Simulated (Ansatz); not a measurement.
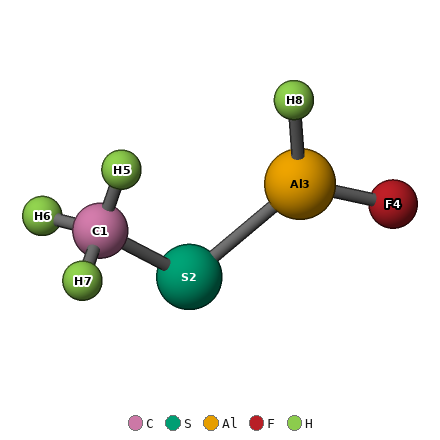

The system is CH4AlFS, SMILES C[S][AlH][F]; the picture shows the reference structure. 
- The first coordinate is: bond length C1–H5; the second: bond length C1–H7.
- Nothing is relaxed (all other coordinates rigid).
- The grid has 15 × 15 points.
- Points are written as (first, second).
- All energies are given in kJ/mol relative to the relaxed molecule at the same level.
- The reference is spin-restricted, which grows unreliable where a bond is stretched far.
- These are results of Ansatz 0.2.0, RHF/def2-TZVP, not measurements.

Its coordinates:

```xyz
8

C    -0.7101    1.1934   -0.2099
S    -1.0850   -0.4933    0.3954
Al    0.8262   -1.4993    0.2646
F     0.8833   -3.0552    0.7330
H     0.3251    1.3007   -0.4987
H    -1.3383    1.3977   -1.0635
H    -0.9331    1.8979    0.5767
H     2.1242   -0.7989   -0.2534
```

Range: bond length C1–H5 from 0.907 to 1.404 Å; bond length C1–H7 from 0.885 to 1.619 Å.

**What will the energy surface look like?**

The lowest grid point is at (1.085 Å, 1.095 Å), 0.46 kJ/mol from the relaxed molecule at the same level. No other kind of well shows on this grid. The highest grid point, (1.404 Å, 1.619 Å), lies 327 kJ/mol above the lowest. Round the minimum the contours are nearly round: the two directions are equally stiff and uncoupled.

| bond length C1–H7 ↓, bond length C1–H5 → | 0.907 | 0.943 | 0.978 | 1.014 | 1.049 | 1.085 | 1.120 | 1.156 | 1.191 | 1.227 | 1.262 | 1.298 | 1.333 | 1.369 | 1.404 |
| --- | --- | --- | --- | --- | --- | --- | --- | --- | --- | --- | --- | --- | --- | --- | --- |
| 1.619 | 289 | 258 | 238 | 224 | 218 | 217 | 220 | 227 | 236 | 248 | 261 | 277 | 293 | 310 | 327 |
| 1.567 | 262 | 231 | 211 | 198 | 191 | 190 | 193 | 200 | 209 | 221 | 234 | 250 | 266 | 283 | 300 |
| 1.514 | 235 | 204 | 184 | 171 | 164 | 163 | 166 | 172 | 182 | 194 | 207 | 222 | 238 | 255 | 273 |
| 1.462 | 209 | 178 | 157 | 144 | 137 | 136 | 139 | 146 | 155 | 167 | 180 | 195 | 211 | 228 | 246 |
| 1.409 | 182 | 151 | 131 | 117 | 111 | 109 | 112 | 119 | 128 | 140 | 153 | 168 | 184 | 201 | 218 |
| 1.357 | 157 | 126 | 105 | 92 | 86 | 84 | 87 | 93 | 103 | 114 | 127 | 143 | 158 | 175 | 193 |
| 1.304 | 133 | 102 | 81 | 68 | 61 | 60 | 63 | 69 | 78 | 90 | 103 | 118 | 134 | 151 | 168 |
| 1.252 | 112 | 81 | 60 | 47 | 40 | 39 | 41 | 48 | 57 | 68 | 81 | 96 | 112 | 129 | 146 |
| 1.200 | 94 | 63 | 42 | 29 | 22 | 21 | 23 | 30 | 39 | 50 | 63 | 78 | 94 | 110 | 127 |
| 1.147 | 81 | 50 | 29 | 16 | 9 | 7 | 10 | 16 | 25 | 36 | 49 | 64 | 80 | 96 | 113 |
| 1.095 | 75 | 43 | 23 | 9 | 2 | 0 | 3 | 9 | 18 | 29 | 42 | 57 | 73 | 89 | 106 |
| 1.042 | 77 | 46 | 25 | 11 | 4 | 3 | 5 | 11 | 20 | 31 | 44 | 59 | 74 | 91 | 108 |
| 0.990 | 91 | 60 | 39 | 26 | 19 | 17 | 19 | 25 | 34 | 45 | 58 | 73 | 88 | 105 | 122 |
| 0.937 | 122 | 91 | 70 | 56 | 49 | 47 | 50 | 56 | 64 | 76 | 88 | 103 | 118 | 135 | 152 |
| 0.885 | 173 | 142 | 121 | 107 | 100 | 98 | 101 | 107 | 115 | 127 | 139 | 154 | 169 | 186 | 203 |

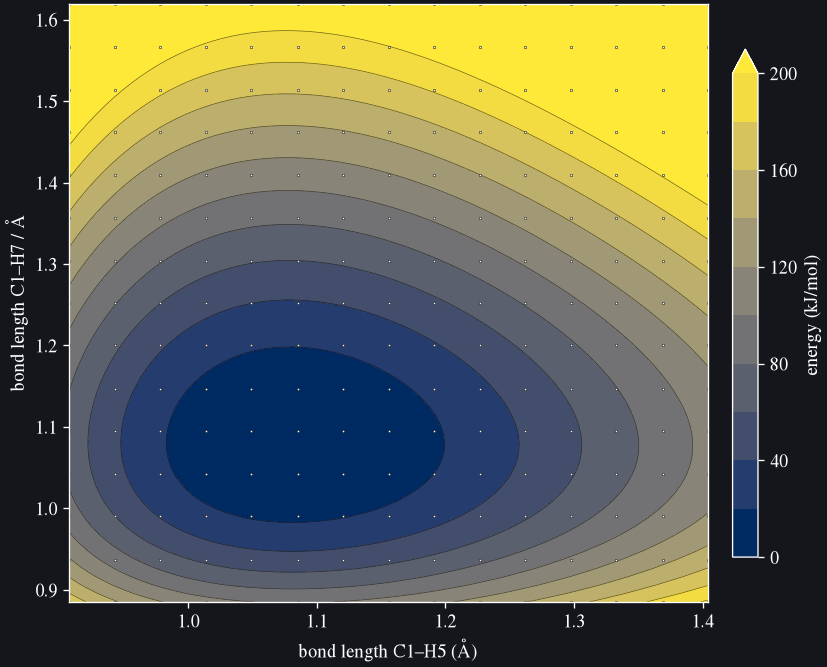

In the figure: filled contours, dots at the grid points, one colour for all values above the top of the scale. Between grid points the surface is interpolated.

Each point was launched as `ansatz run input.yaml --threads 1 --pin off --max-ram 2560MiB --backend cpu --events-out ev --progress --plain --runs-dir out`. The whole map (225 points run) took 9.9 min on 1 thread of Intel(R) Xeon(R) 6975P-C (Granite Rapids), on a shared host.
